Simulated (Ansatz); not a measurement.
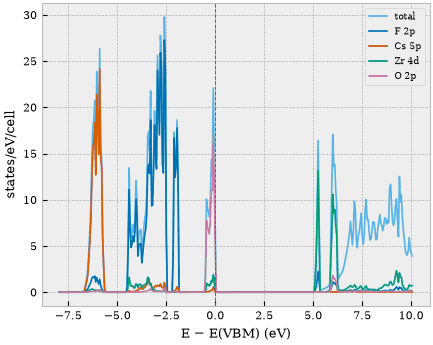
Figure. Total and projected density of states of Cs$_{2}$KZrOF$_{5}$ in space group I4mm (No. 107; Pearson symbol tI20), LDA in the plane-wave PAW code Ansatz

### Question
Which orbitals carry the states next to the gap?

### Answer
Top 1 eV of the valence band: O 2p 77 %, F 2p 9 %, Zr 4d 8 %. Bottom 1 eV of the conduction band: Zr 4d 66 %, F 2p 9 %, Cs 6s 6 %, O 2p 5 %, outside the projected shells 9 %. Projections are on Löwdin-orthogonalised atomic valence shells; empty p or d shells of many metals are not among them.

### Question
Where is the tallest occupied peak in this window, and what makes it?

### Answer
Near -2.6 eV, about 30 states/eV per cell; the largest projected share is F 2p.

The workflow started from a Materials Project entry (that database holds measured and hypothetical structures alike); the Crystallography Open Database copy checked does not list it. Its standing as an ambient phase is unchecked. Symmetry was held in the LDA relaxation; its stability against distortions is not shown here. The run is not spin-polarised. Spin–orbit coupling is left out wherever it is not named.

Potentials: the later of the program's two PAW sets.
